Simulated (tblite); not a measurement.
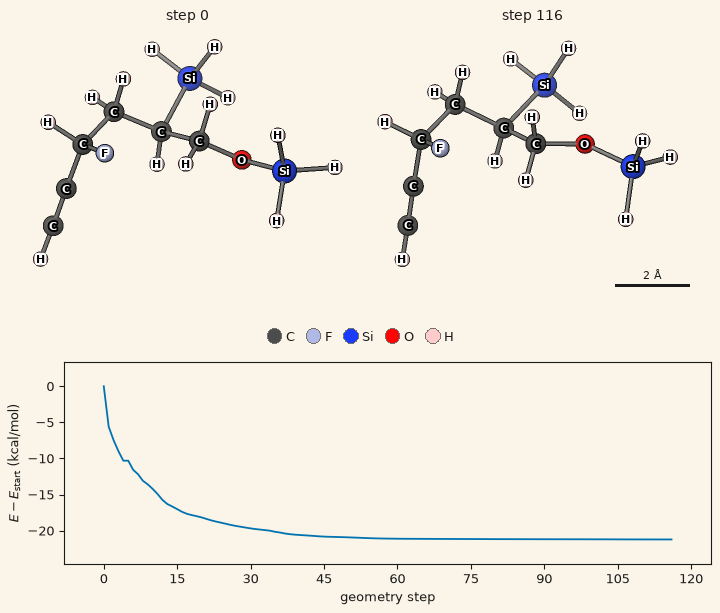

First and last geometry of a relaxation of C6H13FOSi2, with the history of the run. A ball-and-stick model, seen at a tilt.

Computed with GFN2-xTB geometry optimisation, gas phase in tblite. 

> What do the curves and the structures tell?

It converged. Over 116 geometry steps the energy falls by 21.2 kcal/mol. The atom that moves furthest after the best rigid fit is an H atom (0.93 Å). Largest moves by element: H 0.93 Å, O 0.56 Å, Si 0.32 Å, C 0.30 Å, F 0.29 Å. Some distances before and after: O–Si 2.992 → 2.627 Å, O–Si 1.700 → 1.623 Å, C–C 1.470 → 1.535 Å, C–C 1.484 → 1.524 Å. Among the angles between lasting bonds that change: C–O–Si 108.0° → 127.8°, O–Si–H 110.5° → 99.3°, C–C–Si 104.9° → 113.5°. Groups turn about C–C by about 35°, O–Si by about 30°.

```
step  E − E(0), kcal/mol
   0                0.00
   1               -5.58
   2               -7.46
   3               -9.00
   4              -10.30
   5              -10.31
   6              -11.57
   7              -12.18
   8              -13.09
   9              -13.59
  10              -14.22
  16              -17.39
  21              -18.37
  27              -19.34
  32              -19.85
  38              -20.48
  43              -20.73
  49              -20.90
  55              -21.05
  60              -21.11
  66              -21.13
  71              -21.14
  77              -21.16
  83              -21.17
  88              -21.18
  94              -21.18
  99              -21.19
 105              -21.20
 110              -21.21
 116              -21.21
```
